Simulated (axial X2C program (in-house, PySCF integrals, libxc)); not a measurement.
RbAl: relativistic diatomic calculation

- system: RbAl. The reference is closed-shell RbAl; the roots are vertical excitation energies. The distance is the PBE0 minimum at charge 0.
- method: EOM-EE-CCSD, two-component X2C with atomic mean-field Coulomb and Gaunt terms, Rb dyall-acv3z, Al dyall-av3z (cores contracted) (axial X2C program (in-house, PySCF integrals, libxc))

**Input file**
```
{"zs": [37, 13], "q": 0, "bas": ["dyall-acv3z", "dyall-av3z"], "r0": 3.36, "eom": "ee", "thr": -2.0, "nmax": 88}
```

The line is the task of a batch: nuclear charges, charge, bases, a first guess of the distance and further settings. This report covers the levels named above. The log is that of the reference distance 3.5 Å.

Hardware: 1 thread of Arm Neoverse V1, 24 GiB of memory available, shared host.

Launched within a batch (the task file carries these settings):
```bash
python <driver script> task.json out
```

**Log**
```
two-component X2C + atomic mean field  HF
basis functions 202  fitting functions 1065  grid points 5088
iter        total energy     max residual
   1      -3220.323647308     2.58e-01
   2      -3220.341451496     5.59e-03
   3      -3220.341929688     4.15e-03
   4      -3220.341991367     1.65e-03
   5      -3220.341999982     2.88e-04
   6      -3220.342001154     1.46e-04
   7      -3220.342001814     9.10e-05
   8      -3220.342003185     1.84e-04
   9      -3220.342009120     6.32e-04
  10      -3220.342052132     3.17e-03
  11      -3220.342087414     5.72e-03
  12      -3220.342168390     7.96e-03
  13      -3220.342563435     7.55e-03
  14      -3220.343470960     2.53e-03
  15      -3220.343705447     7.88e-04
  16      -3220.343727600     2.94e-04
  17      -3220.343728542     2.24e-04
  18      -3220.343733099     8.70e-05
  19      -3220.343733251     2.95e-05
  20      -3220.343733304     6.30e-06
  21      -3220.343733307     2.39e-06
  22      -3220.343733307     5.41e-07
converged
one-electron -4612.20568876  Coulomb 1438.23605788  exact exchange -117.85920008  xc functional 0.00000000  nuclear repulsion 72.72406813  atomic mean-field constant -1.23897048
correlated 12  virtual 284  natural virtual 88  E(MP2) -0.258811076  MP2 remainder -0.049268855
iter   CCSD correlation   residual
   1     -0.232902956   1.80e-01
   2     -0.242073652   9.52e-02
   3     -0.244747065   5.45e-02
   4     -0.245237856   3.29e-02
   5     -0.245502969   1.76e-02
   6     -0.245579042   1.06e-02
   7     -0.245587907   6.50e-03
   8     -0.245636600   5.38e-03
   9     -0.245648349   4.83e-03
  10     -0.245662887   4.38e-03
  11     -0.245651022   3.83e-03
  12     -0.245643356   3.17e-03
  13     -0.245644934   2.26e-03
  14     -0.245659436   1.58e-03
  15     -0.245672935   1.12e-03
  16     -0.245673094   7.45e-04
  17     -0.245670114   4.57e-04
  18     -0.245668520   2.41e-04
  19     -0.245667655   1.41e-04
  20     -0.245666870   1.00e-04
  21     -0.245666526   7.50e-05
  22     -0.245666487   5.47e-05
  23     -0.245666449   4.04e-05
  24     -0.245666348   3.26e-05
  25     -0.245666177   2.14e-05
  26     -0.245666081   1.52e-05
  27     -0.245665975   1.11e-05
  28     -0.245665960   7.67e-06
(T) -0.006518251368815559  T1 0.0801  D1 0.1953  max T2 0.073
EOM-EE-CCSD roots
2*Omega      energy/Eh   energy/eV  one-particle weight
    0       0.00310682      0.0845      0.950
    0       0.00754352      0.2053      0.929
    0       0.03158804      0.8596      0.953
    0       0.05734952      1.5606      0.204
    0       0.05933670      1.6146      0.720
    2       0.00481898      0.1311      0.950
    2       0.02307941      0.6280      0.931
    2       0.03289625      0.8952      0.943
    2       0.05944703      1.6176      0.013
    4       0.00902444      0.2456      0.936
    4       0.07275772      1.9798      0.159
    4       0.07686396      2.0916      0.694
    6       0.10187121      2.7721      0.864
```

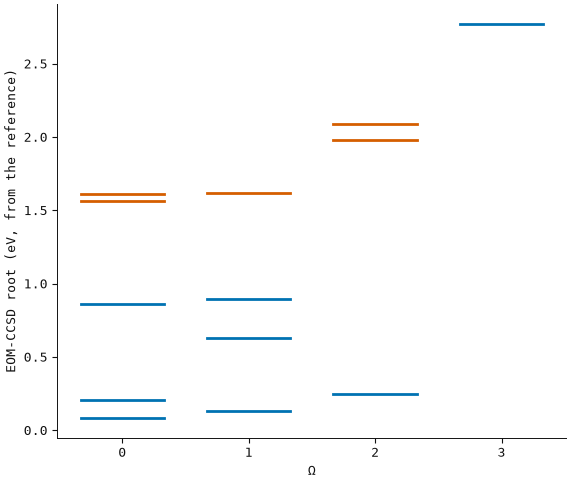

*EOM-CCSD roots by Ω at 3.50 Å; roots whose one-particle weight is under 0.8 have the second colour.*

The lowest has Ω = 0 and lies at 0.085 eV, with one-particle weight 0.95. 5 of the 13 roots are less well described at this level.

**Key numbers**

```
                                                                                                          quantity                value
                                                                                                           outcome            converged
                                                                                   HF energy of the reference RbAl  −3220.34373 hartree
                                                                                  MP2 energy of the reference RbAl  −3220.60254 hartree
CCSD energy of the reference RbAl (with the MP2 share of the virtual spinors left out of the coupled-cluster step)  −3220.63867 hartree
                                                                              CCSD(T) energy of the reference RbAl  −3220.64519 hartree
                                          T1 diagnostic (spinor form; for a closed shell √2 times the usual value)                0.080
                                                                                                         wall time                 44 s
                                                                                                       peak memory             0.77 GiB
```
